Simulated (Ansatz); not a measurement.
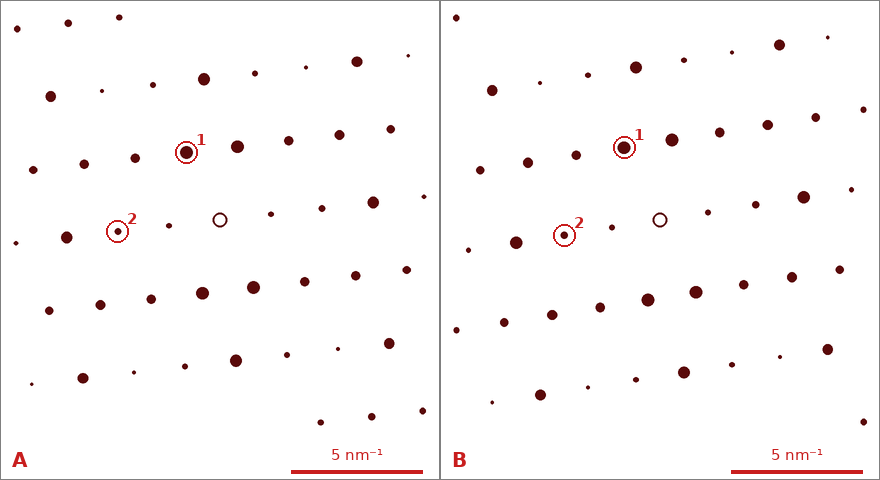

Kinematic electron diffraction patterns (300 kV, B = 0.5 Å², same scale) along [011] of the run's own cell, for the start and the end of one relaxation of BI with Ansatz, DFT PBE, scalar-relativistic, plane waves, PAW. k mesh 6×6×8. The start is a generated model structure, and the relaxation ends in the nearest stationary point of its symmetry, not necessarily the ground state. Spot 1 is -1 1 -1 and spot 2 is -2 0 0 in both.

Start structure:

```yaml
crystal:
  lattice:
    - [5.85464, 0.00000, 0.00000]
    - [-2.92732, 5.07027, 0.00000]
    - [0.00000, 0.00000, 4.72363]
  atoms:
    - { symbol: B, position: [0.50000, 0.00000, 0.00000] }
    - { symbol: B, position: [0.50000, 0.50000, 0.00000] }
    - { symbol: B, position: [0.00000, 0.50000, 0.00000] }
    - { symbol: I, position: [0.00000, 0.00000, 0.00000] }
    - { symbol: I, position: [0.33333, 0.66667, 0.50000] }
    - { symbol: I, position: [0.66667, 0.33333, 0.50000] }
```

### Which pattern belongs to the start structure, and which to the relaxed one?

A is the start: its cell gives d(1) = 3.456 Å, d(2) = 2.535 Å and an angle of 70.1°. B is the relaxed structure, with d(1) = 3.224 Å (-6.7 %), d(2) = 2.686 Å (+5.9 %) and 72.5°.

### What did the relaxation do to the structure and the energy?

The volume changed by -4.2 % to 22.38 Å³ an atom; the fractional coordinates hardly changed; the space group stayed P6/mmm (No. 191); the free energy fell by 100 meV an atom. Relaxed cell: a = 6.203 Å, b = 6.203 Å, c = 4.031 Å, α = 90.00°, β = 90.00°, γ = 120.00°.
